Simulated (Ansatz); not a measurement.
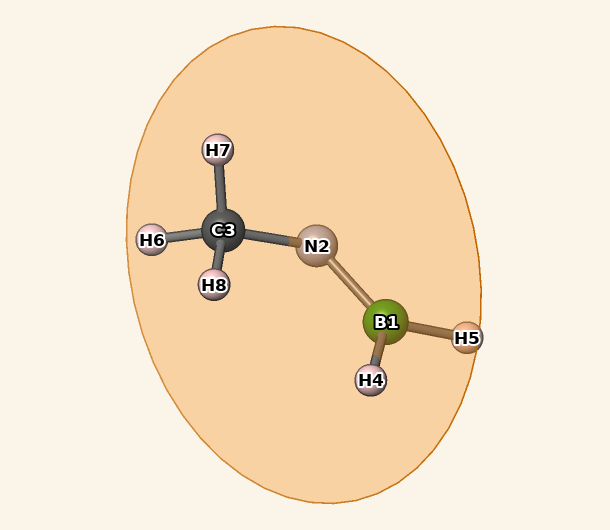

A disc through the centre of mass is drawn in. Atoms fade into the background with distance from the viewer. Charge −1, singlet. The geometry was computed by an optimisation with PBE0-D4/def2-TZVPD. No frequency run is at hand to confirm it as a minimum.

Q: Is the plane of the disc a mirror plane of the structure?

A: No. The point group is Cs, with 1 mirror plane, and this plane isn't one of its mirror planes.
